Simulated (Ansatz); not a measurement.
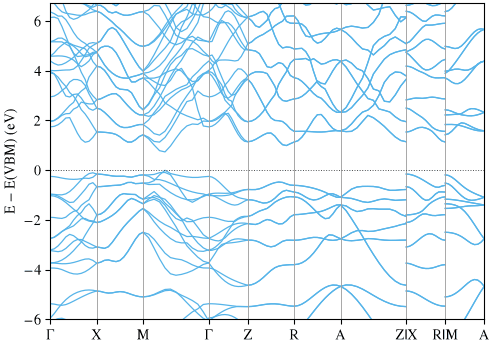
Figure. Band structure from r²SCAN in the plane-wave PAW code Ansatz

The gap is 0.71 eV; an edge lies off the plotted path or next to a special point (maximum off the standard path, minimum on the M–Γ line, 31 % of the way from M).

The material is Ge in space group P4_32_12 (No. 96; Ge on 4a, Ge on 8b).

The first step of the workflow began from a Materials Project structure, measured or hypothetical; the Crystallography Open Database files this formula in space group No. 96, but the cells were not matched. It is not the phase usual at ambient conditions (space group No. 227). The r²SCAN relaxation kept the symmetry of its start; whether a distortion lowers the energy is not shown. Scalar-relativistic: spin–orbit coupling is off unless named, which matters more the heavier the elements.

Potentials: the later of the program's two PAW sets.
